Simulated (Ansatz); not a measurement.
# GeSb₂: one change and its effect

System: GeSb₂, multiplicity 5.
Method of run A: UKS PBE-D4/def2-TZVP (Ansatz 0.2.0).

The geometry: PBE-D4/def2-TZVP start. Text and figures count atoms from 1; the logs count them from 0 in places.

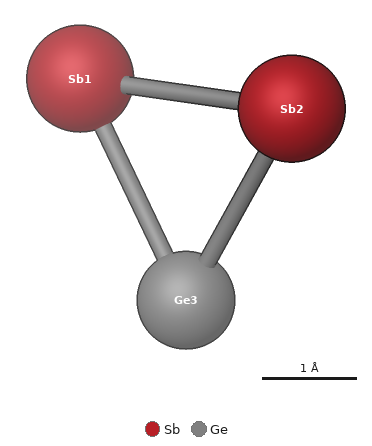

The starting structure (ball-and-stick view, seen at a tilt; atoms are numbered from 1 in the order of the input). Sticks mark near contacts. Bond lengths as drawn: Ge–Sb 2.64 Å and Sb–Sb 2.69 Å.

### Input, run A
```yaml
crystal:
  periodic: [false, false, false]
  atoms:
    - {symbol: Sb, position_ang: [0.507215, -1.391986, 0.435915]}
    - {symbol: Sb, position_ang: [0.711887, 1.290981, 0.459887]}
    - {symbol: Ge, position_ang: [-1.219102, 0.101004, -0.895801]}
basis:
  gaussian: {orbitals: def2-TZVP}
magnetization: {spin_polarized: true, initial_magnetization: 4}
hamiltonian: {xc: pbe, dispersion: d4}
scf: {lower_state_search: "off"}
output: {orbitals: {seedname: orbitals}}
relax: {f_tol: 0.02, max_steps: 100}
```

Command:
```bash
ansatz run in.yaml --threads 2 --pin off --events-out ev --progress --plain --max-ram 4352MiB
```

Hardware: 2 threads of Arm Neoverse V2, 23 GiB of memory available, shared host.

### Output, shortened to warnings, some set-up lines, iterations and results (run A)
```
[...]
mean field evaluation 1: about -69582.5757 eV, gradient 1.6e1 eV
mean field evaluation 2: about -69580.9853 eV, gradient 2.5e1 eV
mean field evaluation 4: about -69583.3301 eV, gradient 3.9e0 eV
mean field evaluation 8: about -69583.4502 eV, gradient 1.4e-1 eV
mean field evaluation 16: about -69583.4323 eV, gradient 3.9e-4 eV
relax step   1: F+E_penalty+E_count = -69583.59692003 eV  Δ(F+E_penalty+E_count) = +0.000e0 eV  max|allowed force component| = 1.346e0 eV/Å  Δτ_max = 0.0000 Å  (19 SCF iters, …
mean field evaluation 32: about -69583.5164 eV, gradient 5.1e-2 eV
relax step   2: F+E_penalty+E_count = -69583.67902474 eV  Δ(F+E_penalty+E_count) = -8.210e-2 eV  max|allowed force component| = 3.444e-1 eV/Å  Δτ_max = 0.1591 Å  (78 SCF …
relax step   3: F+E_penalty+E_count = -69583.70491147 eV  Δ(F+E_penalty+E_count) = -2.589e-2 eV  max|allowed force component| = 1.238e-1 eV/Å  Δτ_max = 0.0430 Å  (41 SCF …
relax step   4: F+E_penalty+E_count = -69583.70211671 eV  Δ(F+E_penalty+E_count) = +2.795e-3 eV  max|allowed force component| = 1.762e-1 eV/Å  Δτ_max = 0.0375 Å  (23 SCF …
mean field evaluation 64: about -69583.5591 eV, gradient 1.1e0 eV
relax step   5: F+E_penalty+E_count = -69583.70710774 eV  Δ(F+E_penalty+E_count) = -2.196e-3 eV  max|allowed force component| = 4.372e-3 eV/Å  Δτ_max = 0.0172 Å  (25 SCF …
Total energy: -69583.70714145 eV, -2557.1540719174 hartree
Atom 0 at     0.482485    -1.587859     0.427010 Å, force     0.000109     0.004372    -0.000125 eV/Å
Atom 1 at     0.717164     1.488465     0.454497 Å, force    -0.000556    -0.004335    -0.000203 eV/Å
Atom 2 at    -1.199649     0.099392    -0.881507 Å, force     0.000447    -0.000037     0.000329 eV/Å
Dipole moment:     0.127195    -0.010538     0.093463 e Å
Checks for a lower state left out: stability, starts, cluster_reference, orbital_swaps, neighbouring_geometries, increment
```

For run B the input was changed thus:
```diff
-magnetization: {spin_polarized: true, initial_magnetization: 4}
+magnetization: {spin_polarized: true, initial_magnetization: 2}
```

Predict how the results change.

With the same method and basis, run B lies 40.1 kcal/mol lower. The HOMO goes from −3.58 to −4.10 eV. The LUMO goes from −5.05 to −5.21 eV. The dipole moment goes from 0.76 to 0.44 D. On the same kind of shared host run B took about 0.49 times as long.

### Output, shortened to warnings, some set-up lines, iterations and results (run B)
```
[...]
mean field evaluation 1: about -69584.1128 eV, gradient 1.8e1 eV
mean field evaluation 2: about -69570.4291 eV, gradient 4.6e1 eV
mean field evaluation 4: about -69585.2311 eV, gradient 3.1e0 eV
mean field evaluation 8: about -69585.2722 eV, gradient 3.1e-1 eV
mean field evaluation 16: about -69585.2555 eV, gradient 4.1e-4 eV
relax step   1: F+E_penalty+E_count = -69585.42008064 eV  Δ(F+E_penalty+E_count) = +0.000e0 eV  max|allowed force component| = 6.592e-1 eV/Å  Δτ_max = 0.0000 Å  (21 SCF …
mean field evaluation 32: about -69585.2444 eV, gradient 3.4e-5 eV
relax step   2: F+E_penalty+E_count = -69585.40810035 eV  Δ(F+E_penalty+E_count) = +1.198e-2 eV  max|allowed force component| = 7.838e-1 eV/Å  Δτ_max = 0.0741 Å  (26 SCF …
relax step   3: F+E_penalty+E_count = -69585.44659538 eV  Δ(F+E_penalty+E_count) = -2.651e-2 eV  max|allowed force component| = 6.740e-2 eV/Å  Δτ_max = 0.0328 Å  (25 SCF …
relax step   4: F+E_penalty+E_count = -69585.44689508 eV  Δ(F+E_penalty+E_count) = -2.997e-4 eV  max|allowed force component| = 7.326e-3 eV/Å  Δτ_max = 0.0037 Å  (26 SCF …
Total energy: -69585.44692630 eV, -2557.2180078316 hartree
Atom 0 at     0.516060    -1.418673     0.443630 Å, force     0.002304    -0.007326     0.002027 eV/Å
Atom 1 at     0.724667     1.315877     0.468063 Å, force     0.003386     0.006854     0.002154 eV/Å
Atom 2 at    -1.240727     0.102796    -0.911691 Å, force    -0.005691     0.000471    -0.004182 eV/Å
Dipole moment:    -0.073182     0.006063    -0.053774 e Å
Checks for a lower state left out: stability, starts, cluster_reference, orbital_swaps, neighbouring_geometries, increment
```

### The two runs side by side

| quantity | run A | run B |
| --- | --- | --- |
| outcome | converged | converged |
| total energy (hartree) | −2557.154072 | −2557.218008 |
| HOMO (eV) | −3.58 | −4.10 |
| LUMO (eV) | −5.05 | −5.21 |
| dipole moment (D) | 0.76 | 0.44 |
| ⟨S²⟩ | 6.011 | 2.019 |
| largest force (eV/Å) | 0.004 | 0.008 |
| basis functions | 148 | 148 |
| wall time (shared host) | 21 s | 10 s |
